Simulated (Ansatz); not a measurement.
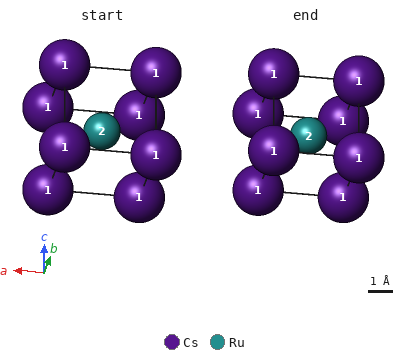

The structure of crystalline CsRu (built on the caesium chloride_221 type) before (left) and after (right) a relaxation, at one scale.

A spheres-only model of the cell of the calculation, seen from a free direction.

Case: caesium chloride type (Pm-3m, No. 221).

Level of theory: Ansatz, DFT PBE, scalar-relativistic, plane waves, PAW.

Input
```yaml
crystal:
  lattice:
    - [3.9147181101, 0.0, 0.0]
    - [0.0, 3.9147181101, 0.0]
    - [0.0, 0.0, 3.9147181101]
  atoms:
    - { symbol: Cs, position: [0.0, 0.0, 0.0] }
    - { symbol: Ru, position: [0.5, 0.5, 0.5] }
basis:
  ecutwfc: 420
kpoints:
  mp_grid: { grid: [14, 14, 14] }
hamiltonian:
  xc: pbe
scf:
  occupations: { method: gaussian, width: 0.1 }
output:
  forces: true
  stress: true
  eigenvalues: true
relax:
  adjacent_minimum: "off"
  f_tol: 0.01
  max_steps: 80
  cell: { stress_tol: 0.05 }
```

Run as
```bash
ansatz run input.yaml --threads 1 --pin off --max-ram 2560MiB --backend cpu --events-out ev --progress --plain --runs-dir out
```

> Describe what moved and what it gained.

Over 4 accepted moves (5 points after the start) the energy falls by 0.168 eV per cell of the calculation. All forces vanish by symmetry, so only the cell relaxes. The pressure goes from −3.51 to 0.00 GPa. The SCF was repeated once at an unchanged geometry on a basis and grid sized afresh for the cell, which shifted the energy by 1.6 meV per cell of the calculation at most. The atoms keep their places relative to the cell (all moves are under 0.005 Å). Cell: a = b = c 3.915 → 3.647 Å (−6.8 %). Volume −19.1 %. Among the contacts that change: Cs1–Ru2 3.390 → 3.159 Å. The space group stays Pm-3m (No. 221).
